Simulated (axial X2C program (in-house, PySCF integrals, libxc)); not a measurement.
**CsP⁺: bond curves with and without spin–orbit coupling**

What are the state, bond length, wavenumber and bond energy of CsP⁺, and what does spin–orbit coupling change?

Program: an in-house X2C program for linear molecules on PySCF integrals. Level of theory: all-electron X2C, Cs dyall-cv3z, P dyall-v3z. These are calculated values, not measurements.

## Step 1: Input

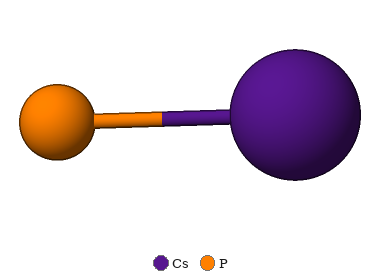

The two atoms at 3.110 Å (caesium purple, phosphorus orange).

Input file task.json:

```json
{"zs": [55, 15], "q": 1, "bas": ["dyall-cv3z", "dyall-v3z"], "levels": ["PBE0", "HF", "BP86"], "cc": true, "r0": 3.11, "thr": -2.0, "nmax": 90, "npts": 10, "nst": 2, "ntry": 6}
```

Keys: zs atomic numbers; q charge; bas basis sets; levels methods (HF also brings MP2); cc coupled cluster on or off; r0 starting distance in Å; thr threshold in hartree for freezing inner shells (an s shell follows its p shell); nmax most natural virtual spinors; npts points asked for on the curve; nst determinants followed; ntry starts of the search.

Started as:

```sh
$ python so2c.py task.json out
```

Spin-free means the one-electron spin-free X2C Hamiltonian; two-component (2c) means X2C with spin–orbit coupling and atomic mean-field two-electron Coulomb and Gaunt terms. Basis: Cs dyall-cv3z contracted to [15s15p9d4f1g], P dyall-v3z contracted to [8s7p2d1f]; Gaussian nuclei, density fitting. Masses: Cs 132.905 u, P 30.974 u.

Notation: σ, π±, δ± give the projection m of an orbital's angular momentum (0, ±1, ±2), α and β its spin, Λ and M_S the sums; ω is the projection of a spinor's total angular momentum and Ω the sum. Logs are in hartree.

The results follow Hamiltonian by Hamiltonian and level by level.

## Step 2: State search with PBE0

PBE0 moves the distance from 3.110 Å to 3.872 Å and compares determinants there.

Spin-free determinants:

| ΔE (eV) | state | open shells |
| --- | --- | --- |
| 0.00 | M_S = 3/2, Λ = 0 | beyond closed shells: σα, π+α, π-α |
| 0.65 | M_S = 1/2, Λ = 0 | beyond closed shells: σβ, π+α, π-α |
| 1.42 | M_S = 1/2, Λ = 0 | beyond closed shells: σα, π+β, π-α |
| 1.42 | M_S = 1/2, Λ = 2 | beyond closed shells: σα, π+α, π+β |
| 1.69 | M_S = 1/2, Λ = 1 | beyond closed shells: π+α |
| 2.24 | M_S = 1/2, Λ = 1 | beyond closed shells: π+α, π+β, π-α |
| 6.74 | M_S = 3/2, Λ = 1 | beyond closed shells: 2 × σα, π+α |

Two-component determinants:

| ΔE (eV) | state | open shells |
| --- | --- | --- |
| 0.00 | Ω = 3/2 | excess of +ω over −ω: ω = 3/2 |
| 0.65 | Ω = 1/2 | excess of +ω over −ω: 2 × ω = -1/2, ω = 3/2 |
| 1.39 | Ω = 1/2 | excess of +ω over −ω: ω = 1/2 |
| 1.42 | Ω = 5/2 | excess of +ω over −ω: 2 × ω = 1/2, ω = 3/2 |
| 1.46 | Ω = 1/2 | excess of +ω over −ω: ω = 1/2 |
| 7.85 | Ω = 7/2 | excess of +ω over −ω: ω = 1/2, 2 × ω = 3/2 |
| 8.86 | Ω = 5/2 | excess of +ω over −ω: ω = 5/2 |

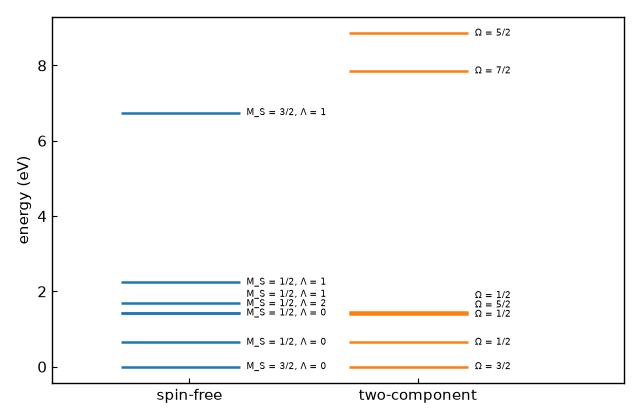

The determinants found, each set from its own lowest.

## Step 3: PBE0, spin-free

State followed: M_S = 3/2, Λ = 0 (beyond closed shells: σα, π+α, π-α). The scan is laid around 3.872 Å, a first estimate of the minimum, and this SCF restarts from the orbitals of the search.

The SCF at the reference distance of 3.872 Å:

```text
spin-free X2C-1e  PBE0
basis functions 188  fitting functions 1005  grid points 5087
iter        total energy     max residual
   1      -8127.655087423     9.94e-05
   2      -8127.655087460     4.34e-05
   3      -8127.655087471     2.01e-05
   4      -8127.655087472     9.47e-06
converged
one-electron -11330.14593587  Coulomb 3306.88785194  exact exchange -53.50448699  xc functional -163.64334274  nuclear repulsion 112.75082619
```

Along the bond, energies from the lowest point:

```tsv
R (Å)	E (eV)	μ (D)	HOMO (eV)	LUMO (eV)	iterations
3.369	0.0687	-1.50	-11.72	-7.16	9
3.523	0.0261	-1.71	-11.56	-7.04	7
3.640	0.0096	-1.87	-11.45	-6.94	7
3.756	0.0019	-2.04	-11.34	-6.85	7
3.872	0.0000	-2.21	-11.23	-6.75	4
4.008	0.0028	-2.40	-11.12	-6.63	8
4.143	0.0084	-2.60	-11.00	-6.51	8
4.317	0.0181	-2.85	-10.87	-6.36	8
4.530	0.0306	-3.15	-10.71	-6.19	8
4.840	0.0473	-3.57	-10.51	-5.95	7
```

Dipoles are positive if P is the positive end and refer to the centre of mass.

Outer orbitals at the reference distance:

| symmetry | occupied | ε (eV) | atomic character |
| --- | --- | --- | --- |
| σα | yes | -34.10 | 100% Cs s |
| σβ | yes | -34.08 | 100% Cs s |
| σα | yes | -20.80 | 89% P s, 8% Cs p, 2% Cs d |
| π-α | yes | -19.89 | 100% Cs p |
| π+α | yes | -19.89 | 100% Cs p |
| π+β | yes | -19.89 | 100% Cs p |
| π-β | yes | -19.89 | 100% Cs p |
| σβ | yes | -19.88 | 99% Cs p |
| σα | yes | -19.86 | 95% Cs p, 5% P s |
| σβ | yes | -17.00 | 93% P s, 3% Cs p, 3% Cs d |
| σα | yes | -11.44 | 93% P p, 3% Cs d, 2% Cs p |
| π-α | yes | -11.23 | 98% P p |
| π+α | yes | -11.23 | 98% P p |
| σβ | no | -6.75 | 84% P p, 7% Cs s, 5% Cs d |
| π-β | no | -6.36 | 94% P p, 4% Cs d |
| π+β | no | -6.36 | 94% P p, 4% Cs d |
| σα | no | -4.80 | 94% Cs s, 2% Cs d |

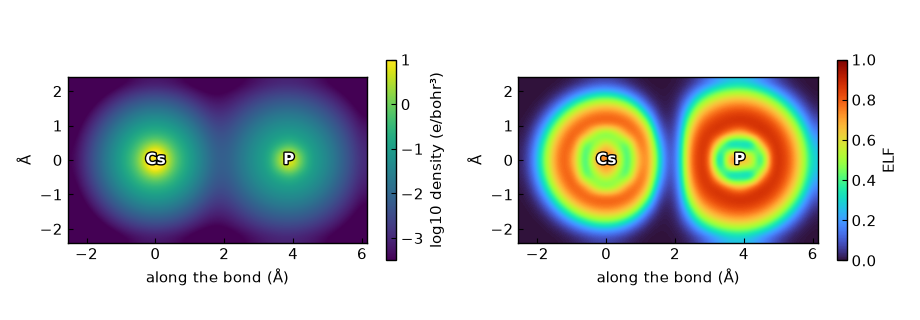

PBE0 fields in a plane through the axis, from a grid of 0.3 Å; Cs lies at z = 0 and P at z = 3.872 Å; the ELF is damped to zero where the density is low.

Re = 3.860 Å, ωe = 56.5 cm⁻¹, ωexe = 0.974 cm⁻¹, Be = 0.04503 cm⁻¹, De = 0.105 eV, μ = -2.19 D.

## Step 4: HF, spin-free

Output at 3.872 Å:

```text
spin-free X2C-1e  HF
basis functions 188  fitting functions 1005  grid points 5087
iter        total energy     max residual
   1      -8124.525205703     4.09e-01
   2      -8124.544313230     6.42e-03
   3      -8124.544529227     4.59e-03
   4      -8124.544554210     9.34e-04
   5      -8124.544557330     3.13e-04
   6      -8124.544558607     2.24e-04
   7      -8124.544558902     8.04e-05
   8      -8124.544559002     2.62e-05
   9      -8124.544559014     1.85e-05
  10      -8124.544559016     3.10e-06
  11      -8124.544559016     8.90e-07
converged
one-electron -11328.82076537  Coulomb 3305.60049086  exact exchange -214.07511069  xc functional 0.00000000  nuclear repulsion 112.75082619
```

Re = 4.188 Å, ωe = 42.3 cm⁻¹, ωexe = 1.11 cm⁻¹, Be = 0.03826 cm⁻¹, De = 0.061 eV, μ = -2.80 D.

## Step 5: BP86, spin-free

The SCF at the reference distance of 3.872 Å:

```text
spin-free X2C-1e  BP86
basis functions 188  fitting functions 1005  grid points 5087
iter        total energy     max residual
   1      -8129.039327875     1.75e-01
   2      -8129.042657245     3.83e-03
   3      -8129.042662249     1.13e-03
   4      -8129.042671351     1.65e-04
   5      -8129.042671371     2.46e-05
   6      -8129.042671377     1.91e-05
converged
one-electron -11330.39589252  Coulomb 3307.13265182  exact exchange 0.00000000  xc functional -218.53025686  nuclear repulsion 112.75082619
```

Re = 3.876 Å, ωe = 54.9 cm⁻¹, ωexe = 1.01 cm⁻¹, Be = 0.04468 cm⁻¹, De = 0.091 eV, μ = -2.13 D.

## Step 6: Correlated methods, spin-free

Correlated methods: 13 electrons correlated (frozen shells, counted by type: Cs 4 s, 3 p, 2 d; P 2 s, 1 p), 267 virtual spinors in MP2, 90 natural virtuals in coupled cluster.

Output of the correlated part at 3.872 Å:

```text
correlated 13  virtual 267  natural virtual 90  E(MP2) -0.241581547  MP2 remainder -0.008466369
iter   CCSD correlation   residual
   1     -0.259542449   1.01e-01
   2     -0.266235022   2.70e-02
   3     -0.266403549   4.91e-03
   4     -0.266407143   1.18e-03
   5     -0.266399588   3.56e-04
   6     -0.266400742   1.52e-04
   7     -0.266401819   5.08e-05
   8     -0.266401703   1.13e-05
   9     -0.266401669   2.86e-06
  10     -0.266401685   8.41e-07
(T) -0.008249608  T1 0.0046  D1 0.0094  max T2 0.081
```

T1 in the output is the amplitude norm over the root of the electron number; divide by √2 for the Lee–Taylor value.

MP2: Re = 3.883 Å, ωe = 59.1 cm⁻¹, Be = 0.04451 cm⁻¹, De = 0.106 eV.

CCSD: Re = 3.934 Å, ωe = 56.0 cm⁻¹, ωexe = 1.12 cm⁻¹, Be = 0.04336 cm⁻¹, De = 0.109 eV. T1 at Re = 0.003 (Lee–Taylor, the printed value over √2).

CCSD(T): Re = 3.909 Å, ωe = 57.7 cm⁻¹, ωexe = 1.12 cm⁻¹, Be = 0.04392 cm⁻¹, De = 0.100 eV. T1 at Re = 0.003 (Lee–Taylor, the printed value over √2).

## Step 7: A higher determinant, spin-free

State: M_S = 1/2, Λ = 0 (beyond closed shells: σβ, π+α, π-α).

Output at the reference distance:

```text
spin-free X2C-1e  PBE0
basis functions 188  fitting functions 1005  grid points 5087
iter        total energy     max residual
   1      -8127.631336595     2.80e-05
   2      -8127.631336597     1.03e-05
converged
one-electron -11330.08324564  Coulomb 3306.82658746  exact exchange -53.49739450  xc functional -163.62811012  nuclear repulsion 112.75082619
```

```tsv
R (Å)	E above the lowest PBE0 point (eV)
3.369	0.724
3.523	0.678
3.640	0.659
3.756	0.649
3.872	0.646
4.008	0.648
4.143	0.654
4.317	0.664
4.530	0.678
```

Re = 3.886 Å, ωe = 57.9 cm⁻¹, ωexe = 0.823 cm⁻¹, Be = 0.04443 cm⁻¹, μ = -2.17 D. ⟨S²⟩ = 1.77 against 0.75 for a pure state, so this determinant mixes spins. Te = 0.65 eV.

## Step 8: The spin-free curves together

Energy (eV) of the followed determinant, spin-free, from each level's lowest point:

```tsv
R (Å)	PBE0	HF	MP2	CCSD	CCSD(T)	BP86
3.369	0.069	0.168	0.085	n/a	n/a	0.070
3.523	0.026	0.089	0.033	0.041	0.038	0.027
3.640	0.010	0.051	0.013	0.018	0.016	0.011
3.756	0.002	0.027	0.003	0.005	0.004	0.002
3.872	0.000	0.012	0.000	0.000	0.000	0.000
4.008	0.003	0.003	0.002	0.000	0.001	0.002
4.143	0.008	0.000	0.008	0.004	0.006	0.007
4.317	0.018	0.001	0.018	0.013	0.015	0.016
4.530	0.031	0.006	0.031	n/a	n/a	0.028
4.840	0.047	0.016	0.049	n/a	n/a	0.042
```

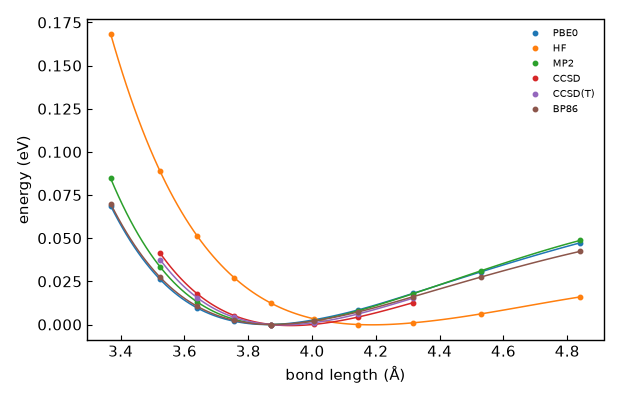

Curves of the followed state, spin-free, each from its own lowest point.

## Step 9: PBE0, 2c

State followed: Ω = 3/2 (excess of +ω over −ω: ω = 3/2). The scan is laid around 3.872 Å, a first estimate of the minimum, and this SCF restarts from the orbitals of the search.

The SCF at the reference distance of 3.872 Å:

```text
two-component X2C + atomic mean field  PBE0
basis functions 188  fitting functions 1005  grid points 5087
iter        total energy     max residual
   1      -8124.398665011     3.34e-05
   2      -8124.398665014     7.44e-06
converged
one-electron -11320.16067852  Coulomb 3305.02338405  exact exchange -53.47332462  xc functional -163.55538606  nuclear repulsion 112.75082619  atomic mean-field constant -4.98348606
```

Along the bond, energies from the lowest point:

```tsv
R (Å)	E (eV)	μ (D)	HOMO (eV)	LUMO (eV)	iterations
3.369	0.0684	-1.50	-11.70	-7.16	9
3.523	0.0260	-1.71	-11.54	-7.04	7
3.640	0.0095	-1.87	-11.43	-6.94	7
3.756	0.0018	-2.04	-11.32	-6.85	7
3.872	0.0000	-2.20	-11.21	-6.75	2
4.008	0.0028	-2.40	-11.10	-6.63	8
4.143	0.0085	-2.60	-10.99	-6.51	8
4.317	0.0182	-2.85	-10.85	-6.36	8
4.530	0.0307	-3.15	-10.69	-6.19	8
4.840	0.0475	-3.57	-10.49	-5.95	7
```

Dipoles are positive if P is the positive end and refer to the centre of mass.

Outer spinors at the reference distance:

```
   ω  occupied  ε (eV)            atomic character     λ mixture
 1/2       yes  -34.10                   100% Cs s        100% σ
-1/2       yes  -34.09                   100% Cs s        100% σ
 1/2       yes  -21.05           88% Cs p, 11% P s  55% π, 45% σ
-1/2       yes  -21.01                   100% Cs p  67% π, 33% σ
 1/2       yes  -20.74  81% P s, 16% Cs p, 2% Cs d  88% σ, 12% π
 3/2       yes  -19.35                   100% Cs p        100% π
-1/2       yes  -19.35                    99% Cs p  67% σ, 33% π
-3/2       yes  -19.35                   100% Cs p        100% π
 1/2       yes  -19.34                    98% Cs p  68% σ, 32% π
-1/2       yes  -17.00   93% P s, 3% Cs p, 3% Cs d        100% σ
 1/2       yes  -11.44   93% P p, 3% Cs d, 2% Cs p        100% σ
-1/2       yes  -11.25                     98% P p        100% π
 3/2       yes  -11.21                     98% P p        100% π
-1/2        no   -6.75   84% P p, 7% Cs s, 5% Cs d        100% σ
 1/2        no   -6.38            94% P p, 4% Cs d        100% π
-3/2        no   -6.35            94% P p, 4% Cs d        100% π
 1/2        no   -4.81           94% Cs s, 2% Cs d        100% σ
```

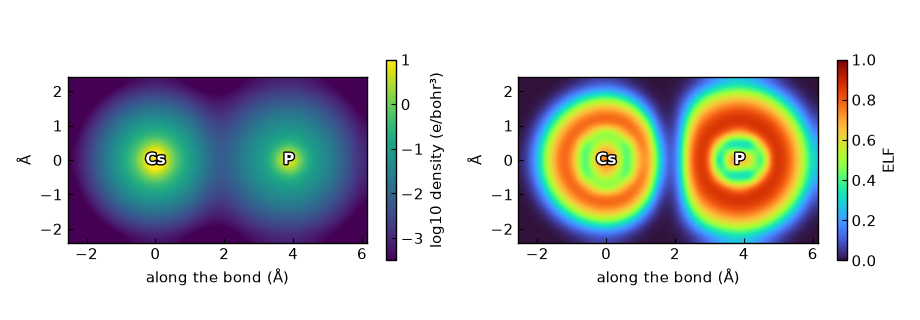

PBE0 fields in a plane through the axis, from a grid of 0.3 Å; Cs lies at z = 0 and P at z = 3.872 Å; the ELF is damped to zero where the density is low.

Re = 3.859 Å, ωe = 56.6 cm⁻¹, ωexe = 0.975 cm⁻¹, Be = 0.04506 cm⁻¹, De = 0.106 eV, μ = -2.18 D.

## Step 10: HF, 2c

Output at 3.872 Å:

```text
two-component X2C + atomic mean field  HF
basis functions 188  fitting functions 1005  grid points 5087
iter        total energy     max residual
   1      -8121.263252813     4.51e-01
   2      -8121.282378527     6.41e-03
   3      -8121.282596841     5.02e-03
   4      -8121.282622097     9.44e-04
   5      -8121.282625300     3.25e-04
   6      -8121.282626621     2.56e-04
   7      -8121.282626929     8.27e-05
   8      -8121.282627032     2.80e-05
   9      -8121.282627045     2.12e-05
  10      -8121.282627048     5.48e-06
  11      -8121.282627048     4.76e-06
  12      -8121.282627049     7.24e-06
  13      -8121.282627050     6.20e-06
  14      -8121.282627051     2.86e-06
converged
one-electron -11318.83744718  Coulomb 3303.73794635  exact exchange -213.95046634  xc functional 0.00000000  nuclear repulsion 112.75082619  atomic mean-field constant -4.98348606
```

Re = 4.189 Å, ωe = 42.3 cm⁻¹, ωexe = 1.11 cm⁻¹, Be = 0.03825 cm⁻¹, De = 0.061 eV, μ = -2.80 D.

## Step 11: BP86, 2c

Output at 3.872 Å:

```text
two-component X2C + atomic mean field  BP86
basis functions 188  fitting functions 1005  grid points 5087
iter        total energy     max residual
   1      -8125.784619668     1.92e-01
   2      -8125.787955200     3.84e-03
   3      -8125.787960171     1.23e-03
   4      -8125.787969250     1.67e-04
   5      -8125.787969268     2.36e-05
   6      -8125.787969277     2.16e-05
   7      -8125.787969278     8.76e-06
converged
one-electron -11320.40978090  Coulomb 3305.26734687  exact exchange 0.00000000  xc functional -218.41287538  nuclear repulsion 112.75082619  atomic mean-field constant -4.98348606
```

Re = 3.874 Å, ωe = 55.1 cm⁻¹, ωexe = 1.01 cm⁻¹, Be = 0.04473 cm⁻¹, De = 0.092 eV, μ = -2.12 D.

## Step 12: MP2 and beyond, 2c

Correlated methods: 13 electrons correlated (frozen shells, counted by type: Cs 4 s, 3 p, 2 d; P 2 s, 1 p), 267 virtual spinors in MP2, 90 natural virtuals in coupled cluster.

Output of the correlated part at 3.872 Å:

```text
correlated 13  virtual 267  natural virtual 90  E(MP2) -0.241024176  MP2 remainder -0.008478550
iter   CCSD correlation   residual
   1     -0.258931841   1.01e-01
   2     -0.265607208   2.70e-02
   3     -0.265775314   4.91e-03
   4     -0.265778675   1.19e-03
   5     -0.265771144   3.86e-04
   6     -0.265772445   1.89e-04
   7     -0.265773717   8.92e-05
   8     -0.265773414   5.12e-05
   9     -0.265773103   3.38e-05
  10     -0.265773297   1.16e-05
  11     -0.265773430   3.87e-06
  12     -0.265773475   2.39e-06
  13     -0.265773478   1.80e-06
(T) -0.008196916  T1 0.0046  D1 0.0095  max T2 0.081
```

MP2: Re = 3.883 Å, ωe = 59.1 cm⁻¹, Be = 0.04451 cm⁻¹, De = 0.106 eV.

CCSD: Re = 3.934 Å, ωe = 56.0 cm⁻¹, ωexe = 1.12 cm⁻¹, Be = 0.04336 cm⁻¹, De = 0.109 eV. T1 at Re = 0.003 (Lee–Taylor, the printed value over √2).

CCSD(T): Re = 3.909 Å, ωe = 57.7 cm⁻¹, ωexe = 1.11 cm⁻¹, Be = 0.04392 cm⁻¹, De = 0.100 eV. T1 at Re = 0.003 (Lee–Taylor, the printed value over √2).

## Step 13: A higher determinant, 2c

State: Ω = 1/2 (excess of +ω over −ω: 2 × ω = -1/2, ω = 3/2).

Output at the reference distance:

```text
two-component X2C + atomic mean field  PBE0
basis functions 188  fitting functions 1005  grid points 5087
iter        total energy     max residual
   1      -8124.374908104     4.85e-05
   2      -8124.374908104     7.59e-06
converged
one-electron -11320.09912400  Coulomb 3304.96329491  exact exchange -53.46624129  xc functional -163.54017786  nuclear repulsion 112.75082619  atomic mean-field constant -4.98348606
```

```tsv
R (Å)	E above the lowest PBE0 point (eV)
3.369	0.724
3.523	0.678
3.640	0.659
3.756	0.649
3.872	0.646
4.008	0.649
4.143	0.654
4.317	0.665
4.530	0.679
```

Re = 3.884 Å, ωe = 58.0 cm⁻¹, ωexe = 0.824 cm⁻¹, Be = 0.04448 cm⁻¹, μ = -2.16 D. Te = 0.65 eV.

## Step 14: The 2c curves together

Energy (eV) of the followed determinant, 2c, from each level's lowest point:

```tsv
R (Å)	PBE0	HF	MP2	CCSD	CCSD(T)	BP86
3.369	0.068	0.169	0.085	n/a	n/a	0.069
3.523	0.026	0.089	0.033	0.041	0.038	0.027
3.640	0.010	0.051	0.013	0.018	0.016	0.010
3.756	0.002	0.027	0.003	0.005	0.004	0.002
3.872	0.000	0.012	0.000	0.000	0.000	0.000
4.008	0.003	0.003	0.002	0.000	0.001	0.002
4.143	0.008	0.000	0.008	0.004	0.006	0.007
4.317	0.018	0.001	0.018	0.013	0.015	0.016
4.530	0.031	0.006	0.031	n/a	n/a	0.028
4.840	0.048	0.016	0.049	n/a	n/a	0.043
```

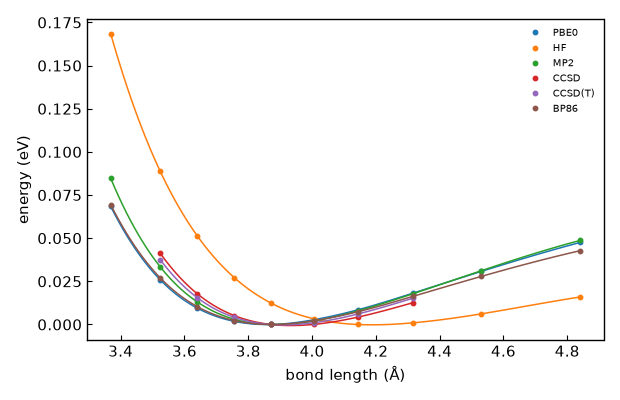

Curves of the followed state, 2c, each from its own lowest point.

Time for the job: 2.5 min (1 thread of Arm Neoverse V1, shared host); peak memory 0.84 GiB.

## Step 15: Constants

Lowest determinant that the search found at its distance, spin-free: M_S = 3/2, Λ = 0 (beyond closed shells: σα, π+α, π-α).

Lowest determinant that the search found at its distance, 2c: Ω = 3/2 (excess of +ω over −ω: ω = 3/2).

| Hamiltonian | level | Re (Å) | ωe (cm⁻¹) | De (eV) | μ (D) |
| --- | --- | --- | --- | --- | --- |
| spin-free | PBE0 | 3.860 | 56.5 | 0.105 | -2.19 |
| spin-free | HF | 4.188 | 42.3 | 0.061 | -2.80 |
| spin-free | MP2 | 3.883 | 59.1 | 0.106 | n/a |
| spin-free | CCSD | 3.934 | 56.0 | 0.109 | n/a |
| spin-free | CCSD(T) | 3.909 | 57.7 | 0.100 | n/a |
| spin-free | BP86 | 3.876 | 54.9 | 0.091 | -2.13 |
| 2c | PBE0 | 3.859 | 56.6 | 0.106 | -2.18 |
| 2c | HF | 4.189 | 42.3 | 0.061 | -2.80 |
| 2c | MP2 | 3.883 | 59.1 | 0.106 | n/a |
| 2c | CCSD | 3.934 | 56.0 | 0.109 | n/a |
| 2c | CCSD(T) | 3.909 | 57.7 | 0.100 | n/a |
| 2c | BP86 | 3.874 | 55.1 | 0.092 | -2.12 |

Dipoles are positive if P is the positive end and refer to the centre of mass.

Time per point (s) on 1 thread of Arm Neoverse V1, shared host (2c runs; CCSD comes with the CCSD(T) run); the times are rough: PBE0 0.6, HF 0.6, MP2 0.9, CCSD(T) 5.8, BP86 0.26.

What this shows: At CCSD(T), going from spin-free to two-component changes Re by 0 mÅ, ωe by 0.0 %; the spin-free picture holds up (part of it comes from the scalar share of the two-electron terms). De moves by 0.00 eV; both De rest on single-determinant atoms, which can miss part of an open shell's spin–orbit lowering.

De refers to Cs+ + P, each in the lowest determinant found, which need not be this curve's own limit. The state is a single determinant with fixed occupations, the lowest that a limited PBE0 search found. De is counted from the lowest determinant-based energies of the atoms at the same level, without counterpoise correction. Density functionals use the spin component along the axis (collinear). CCSD and (T) use frozen natural virtuals with an MP2 correction for the truncation. With several unpaired electrons one determinant need not be a pure state.
